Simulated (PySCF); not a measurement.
C$_{5}$H$_{9}$NSi: excited-state calculation

The run: excited-state calculation of C$_{5}$H$_{9}$NSi. Method and program: TDDFT PBE0/def2-SVPD, vertical, gas phase, core orbitals frozen in the response (PySCF 2.14.0).

The geometry comes from this level: GFN2-xTB. It belongs to a series of runs on one base structure; here: H on C replaced by CH=NMe.

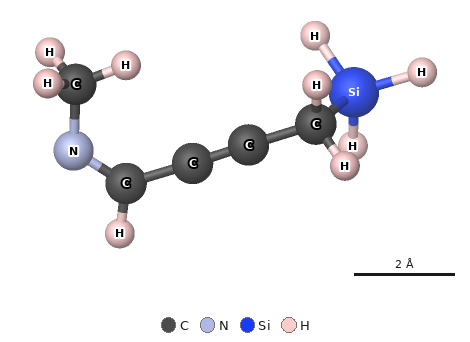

The structure as given in the input (ball-and-stick view, seen at a tilt). Bond lengths as drawn: C–C 1.21 to 1.44 Å, C–H 1.09 to 1.10 Å, C–N 1.26 to 1.43 Å, C–Si 1.92 Å and H–Si 1.46 Å.

### Summary

| quantity | value |
| --- | --- |
| outcome | converged |
| total energy | −539.411923 hartree |
| HOMO | −7.19 eV |
| LUMO | −1.03 eV |
| dipole moment | 2.94 D |
| mean polarisability | 100.60 a.u. |
| lowest singlet excitation | 4.41 eV |
| hardware | 1 CPU thread, shared host |
| wall time | 99 s |
| peak memory | 0.85 GiB |

### Input file
```
{"job": {"kind": "uv", "xc": "PBE0", "basis": "def2-SVPD", "nstates": 8, "ntriplets": 3}, "charge": 0, "multiplicity": 1}
C     -2.908868     0.736312     0.287408
N     -2.884128    -0.575592    -0.280745
C     -1.823594    -1.263723    -0.301575
C     -0.541507    -0.910809     0.186228
C      0.533079    -0.580844     0.624901
C      1.835754    -0.210273     1.100459
Si     2.918879     0.466750    -0.330325
H     -1.939844     1.081464     0.670031
H     -3.266301     1.426915    -0.478896
H     -3.641468     0.736988     1.097199
H     -1.895654    -2.251411    -0.750440
H      1.733982     0.547559     1.881174
H      2.318609    -1.083568     1.545342
H      3.064487    -0.574597    -1.346754
H      2.269289     1.649202    -0.893492
H      4.219687     0.814570     0.245558
```

The first line tells a small driver script what to run in PySCF; the rest is the geometry in Å.

Launch command:
```bash
OMP_NUM_THREADS=1 python <driver script> task.json out
```

### Output
```
coarse grid: 13696 points
cycle   1  E = -539.3033910718  dE =  7.222e-01  |g| = 3.708e-01  |ddm| = 8.777e+00
cycle   2  E = -539.2895946172  dE =  1.380e-02  |g| = 4.584e-01  |ddm| = 3.398e+00
cycle   3  E = -539.3368652856  dE = -4.727e-02  |g| = 1.390e-01  |ddm| = 1.426e+00
cycle   4  E = -539.3410836969  dE = -4.218e-03  |g| = 4.133e-02  |ddm| = 3.164e-01
cycle   5  E = -539.3415227077  dE = -4.390e-04  |g| = 1.124e-02  |ddm| = 1.145e-01
cycle   6  E = -539.3415412277  dE = -1.852e-05  |g| = 7.739e-03  |ddm| = 3.468e-02
cycle   7  E = -539.3415561341  dE = -1.491e-05  |g| = 8.644e-04  |ddm| = 1.546e-02
cycle   8  E = -539.3415563047  dE = -1.706e-07  |g| = 2.613e-04  |ddm| = 2.729e-03
final grid: 127312 points
cycle   9  E = -539.4119129354  dE = -2.844e-05  |g| = 6.180e-03  |ddm| = 1.790e-01
cycle  10  E = -539.4119100453  dE =  2.890e-06  |g| = 7.190e-03  |ddm| = 3.126e-02
cycle  11  E = -539.4119224626  dE = -1.242e-05  |g| = 1.802e-03  |ddm| = 1.635e-02
cycle  12  E = -539.4119232331  dE = -7.705e-07  |g| = 2.264e-04  |ddm| = 3.006e-03
cycle  13  E = -539.4119232435  dE = -1.035e-08  |g| = 8.097e-05  |ddm| = 6.745e-04
cycle  14  E = -539.4119232445  dE = -1.053e-09  |g| = 4.825e-05  |ddm| = 2.460e-04
cycle  15  E = -539.4119232451  dE = -5.602e-10  |g| = 1.430e-05  |ddm| = 1.049e-04
```

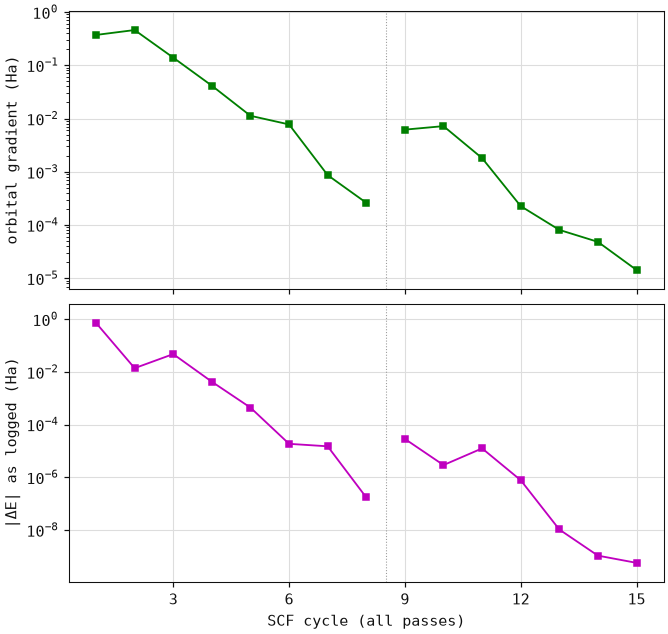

Convergence of the self-consistent field: orbital gradient and size of the energy change against the SCF cycle. The dotted line marks the change from a coarse to the final integration grid. The first 8 cycles use a coarse grid, the final grid takes over at cycle 9, and the field converges after 15 cycles in all.

```
converged SCF energy = -539.4119232451

Static polarisability (au): isotropic 100.602, principal 74.335 84.095 143.376

Singlet excitations
state   eV       nm        f      main configurations
  1   4.4148    280.8   0.00291   H-1->L 0.96
  2   5.1898    238.9   0.00700   H-2->L 0.95
  3   5.4390    228.0   0.37899   H->L 0.83
  4   6.2536    198.3   0.00122   H->L+2 0.57, H->L+3 0.23
  5   6.3003    196.8   0.00047   H->L+1 0.88
  6   6.5985    187.9   0.00282   H-1->L+1 0.88
  7   6.7825    182.8   0.00650   H-1->L+2 0.64, H-1->L+3 0.21
  8   6.9427    178.6   0.00181   H-2->L+1 0.97

Triplet excitations (Tamm-Dancoff, eV): 3.6062 3.6301 4.8588
```

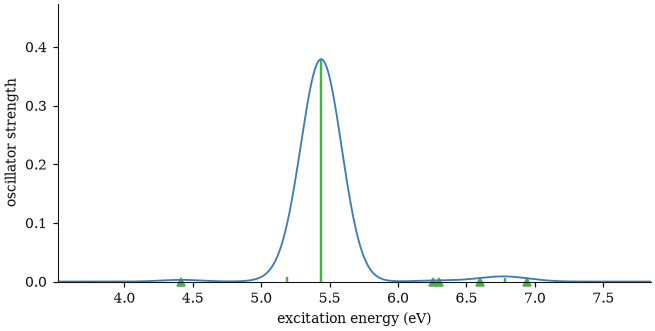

Computed excitations as sticks (degenerate states added up, dark ones marked on the axis), with a Gaussian envelope of 0.35 eV full width at half maximum, scaled to the tallest. Of the 8 states the lowest lies at 4.41 eV (f = 0.003); the strongest line is at 5.44 eV, or 228 nm (f = 0.379).

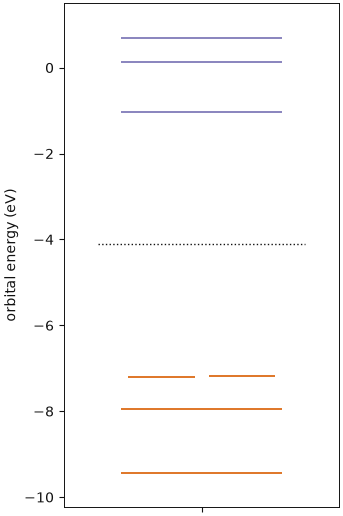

Orbital energies near the frontier; the dotted line parts filled from empty levels, and levels within 0.02 eV of each other stand side by side. Highest filled −7.19 eV, lowest empty −1.03 eV, 6.16 eV apart.
